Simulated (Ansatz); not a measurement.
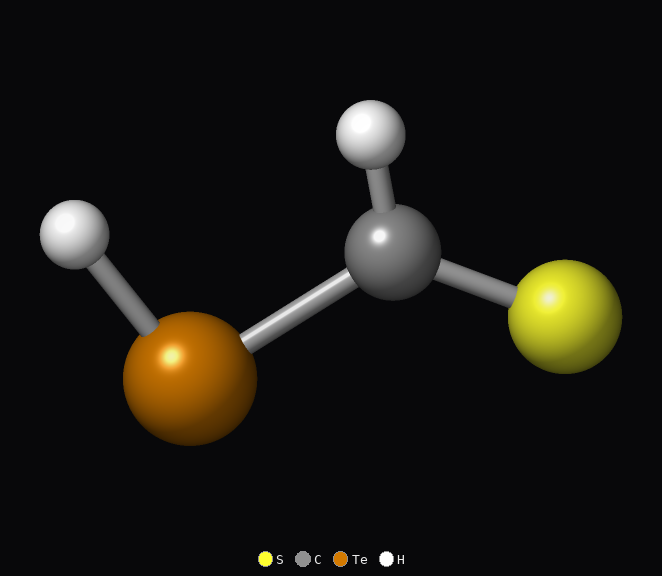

Every bond is drawn as one stick, whatever its order.

**Give the formula.**

CH2STe, 5 atoms: 1 carbon, 2 hydrogen, 1 sulfur and 1 tellurium.

**Count the bonded pairs by element.**

1 C–S, 1 Te–H, 1 C–Te, 1 C–H. Sticks follow a distance rule.

**How many atoms are distinct by symmetry?**

5: 1 S, 1 C, 1 Te, 1 H, 1 H.

The parts below concern this one geometry. Atoms keep their numbers from picture to picture. Computed geometry: PBE0-D4/def2-TZVP optimisation. No frequency run is at hand to confirm it as a minimum.

## Electronic properties

No frequency run is at hand to confirm it as a minimum. Method: RKS PBE0-D4/def2-TZVPP, core potentials on Te (Ansatz 0.2.0).

Predict the main results.

- HOMO energy (Kohn–Sham orbital): −6.57 eV
- LUMO energy (Kohn–Sham orbital): −2.41 eV
- HOMO–LUMO gap: 4.16 eV

## Charges

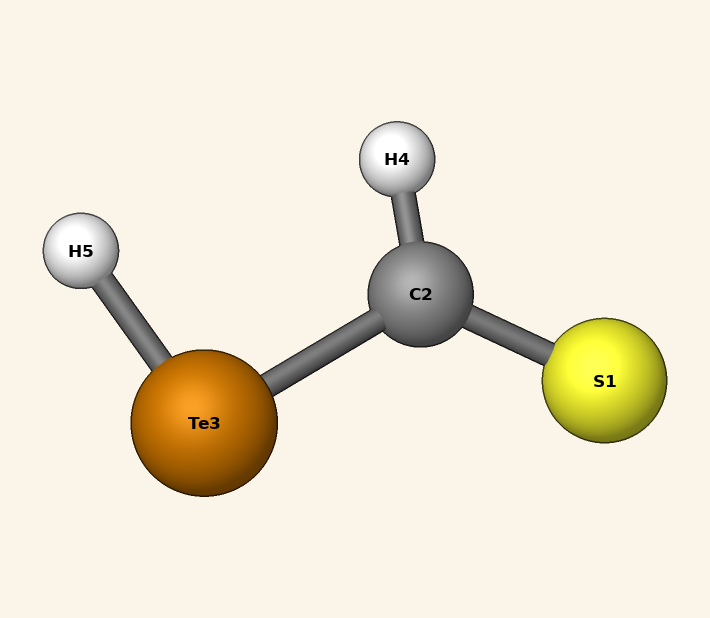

The questions are on Mulliken charges. No frequency run is at hand to confirm it as a minimum. Level of theory: RKS PBE0-D4/def2-TZVP, core potentials on Te (Ansatz 0.2.0).

List the Mulliken charges.

```
atom  value (e)
  S1      −0.17
  C2      −0.19
 Te3       0.14
  H4       0.16
  H5       0.06
```

## Dipole moment

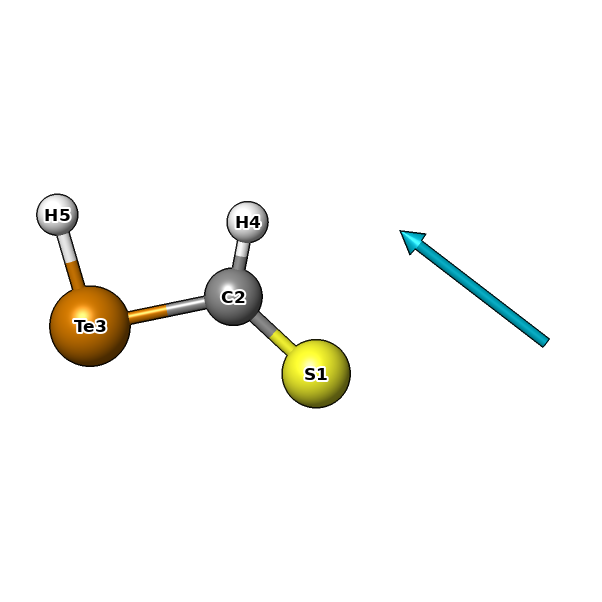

The arrow beside the molecule shows the direction of the dipole moment, from the negative to the positive end (its length means nothing). No frequency run is at hand to confirm it as a minimum. Properties computed with RKS PBE0-D4/def2-TZVP, core potentials on Te (Ansatz 0.2.0).

**How large is the dipole moment?**

2.28 D; it points from the side of S1 to the side of H5 (the outermost atoms at the two ends).

Mulliken values depend strongly on the basis set and can even reverse the polarity of a bond.
